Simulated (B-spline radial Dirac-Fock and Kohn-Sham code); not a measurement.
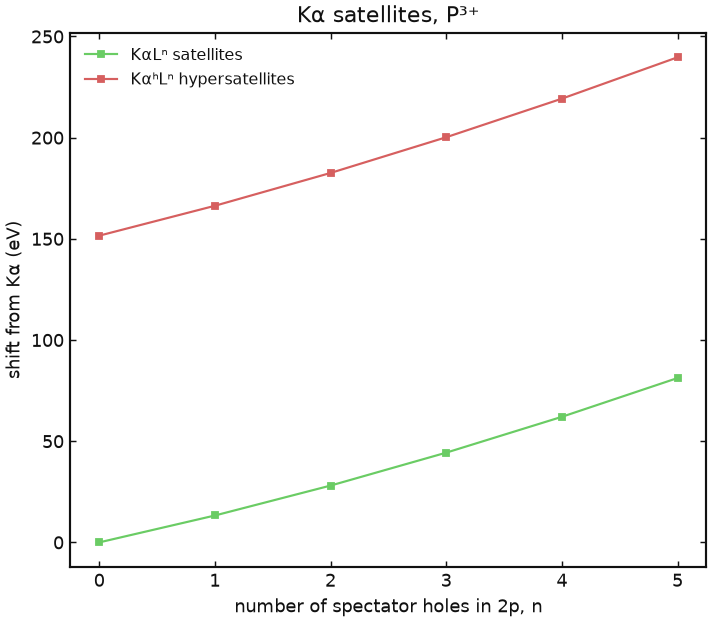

Shifts of Kα satellites and hypersatellites with the number of spectator holes in 2p, counted from the Kα line without spectators. The figure is for P³⁺, configuration [Ne] 3s2, inside a Watson sphere of charge −3 and radius 2 Å that stands in for a crystal. Computed with a B-spline radial code: Dirac–Fock ΔSCF (average of configuration, Fermi nucleus, Breit and QED terms, no correlation).

> How far above Kα is the hypersatellite?

152 eV as an average over the ¹P and ³P final terms; Kα itself is at 2.0167 keV. In light elements only ¹P radiates, so the observed line lies somewhat lower.

> What does the first 2p spectator hole do to the line, and why?

It shifts it up by 13.3 eV: the missing electron screens the nucleus less, and the 1s binding energy rises more than the 2p one.

> What is the shift of the ordinary satellite (one 1s hole) with 5 spectator holes?

81.2 eV.
